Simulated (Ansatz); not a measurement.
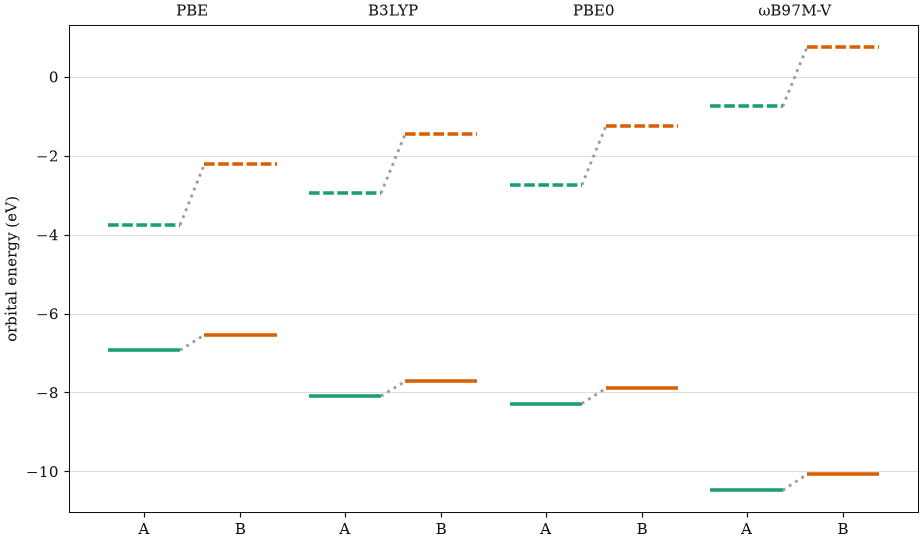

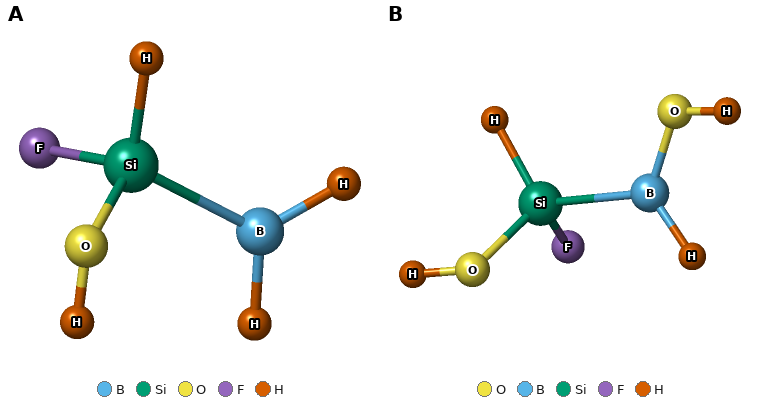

One change: A, BSiH₄OF (SMILES B[Si@H](O)F), becomes B, BSiH₄O₂F (SMILES OB[Si@H](O)F). H on B is replaced by OH. HOMO (solid) and LUMO (dashed) computed in def2-TZVPP at PBE0-D4/def2-TZVP geometries, both minima by their frequencies, gas phase, the Ansatz code. Empty levels above zero depend strongly on the basis.

### What does the change do to HOMO and LUMO?

PBE: the HOMO rises by 0.38 eV, the LUMO rises by 1.53 eV, and the separation goes from 3.17 to 4.32 eV. B3LYP: the HOMO rises by 0.37 eV, the LUMO rises by 1.50 eV, and the separation goes from 5.14 to 6.27 eV. PBE0: the HOMO rises by 0.39 eV, the LUMO rises by 1.50 eV, and the separation goes from 5.54 to 6.65 eV. ωB97M-V: the HOMO rises by 0.40 eV, the LUMO rises by 1.50 eV, and the separation goes from 9.73 to 10.82 eV.

### Do the functionals agree on the effect?

They agree on the direction for both levels; the HOMO shift lies between 0.37 and 0.40 eV and the LUMO shift between 1.50 and 1.53 eV, while the separations themselves differ by up to 6.6 eV between functionals.

Known limits of this run: one conformer of each flexible molecule.
